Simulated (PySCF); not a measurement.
Consider C$_{5}$H$_{7}$ClO$_{2}$ (charge +1, doublet).

The calculation's input:

```
{"job": {"kind": "epr", "basis": "pcH-1"}, "charge": 1, "multiplicity": 2}
C      1.865580     0.052346    -0.938956
C      1.393849    -0.629871     0.116255
Cl     2.167095    -2.051357     0.667242
C      0.160088    -0.227089     0.899005
C     -1.135662    -0.897350     0.359113
O     -1.769064     0.126777    -0.360390
C     -1.253188     1.340304     0.020950
O     -0.097201     1.151767     0.754884
H      2.724549    -0.291844    -1.491366
H      1.404467     0.967836    -1.270049
H      0.324004    -0.439548     1.961376
H     -1.786520    -1.234895     1.176001
H     -0.954251    -1.735154    -0.319943
H     -1.060867     1.957812    -0.879158
H     -1.987294     1.918255     0.628431
```

Run with:

```sh
OMP_NUM_THREADS=1 python probes_run.py task.json out
```

Geometry: GFN2-xTB.

Computed with PySCF 2.14.0, density-fitted response routines, UKS B3LYP, pcH-1 on C Cl H O, non-relativistic, mean-field spin-orbit, GIAO.

Question: What can the converged electron density, electron localisation function and spin density tell about the bonding?

Answer: C–C (1.34 Å): ρ at the midpoint is about 2.3 e/Å³; the ELF peaks at about 0.95 between the atoms; a short, multiple covalent bond.
C–Cl (1.71 Å): ρ at the midpoint is about 1.5 e/Å³; the ELF peaks at about 0.90 between the atoms, as expected for a shared electron pair.
C–H (1.08 Å): the density is about 2.1 e/Å³ at the midpoint; the ELF climbs to about 1 towards the hydrogen, as it does in any bond to H: an ordinary covalent bond to hydrogen.
C–C (1.52 Å): ρ is about 1.7 e/Å³ halfway; the ELF peaks at about 0.95 between the atoms; a covalent bond.
The unpaired spin (1 electron) lies mostly on C1 (about 0.3), O6 (about 0.2), O8 (about 0.1), Cl3 (about 0.1) and C2 (about 0.1), in electrons by Hirshfeld's partition.

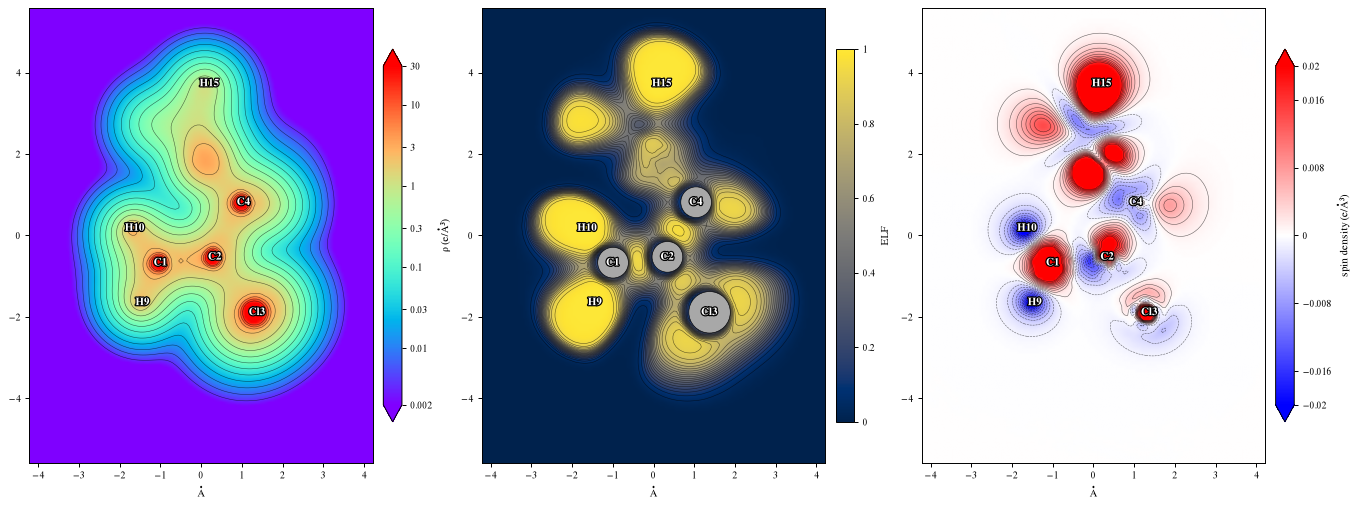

Computed electron density, electron localisation function and spin density on the plane of atoms Cl3, C2 and C4, in this order. Grey discs cover the atomic cores in the ELF map. 
